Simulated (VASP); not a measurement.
Band structure of GeP3 (space group R-3m). These are PBEsol GGA, VASP's PBE PAW potentials (set 64) (plane waves; VASP) values and carry that method's errors.

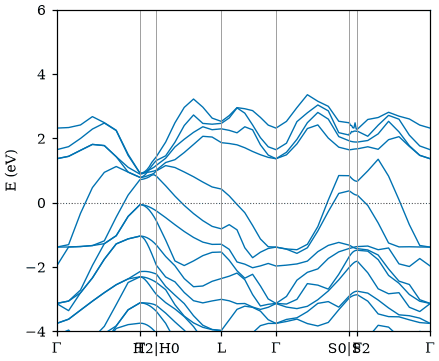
Fig. 1. Bands along high-symmetry lines, zero at the valence-band maximum or, without a gap, the Fermi level

Q: Read the plot: is there a gap, and where are the band edges?

A: It has no gap at this level: it comes out as a metal or semimetal.

The structure comes from a computed database's GeP3 entry (R-3m); how it stands against other phases isn't given here. The cell was not relaxed at this level.
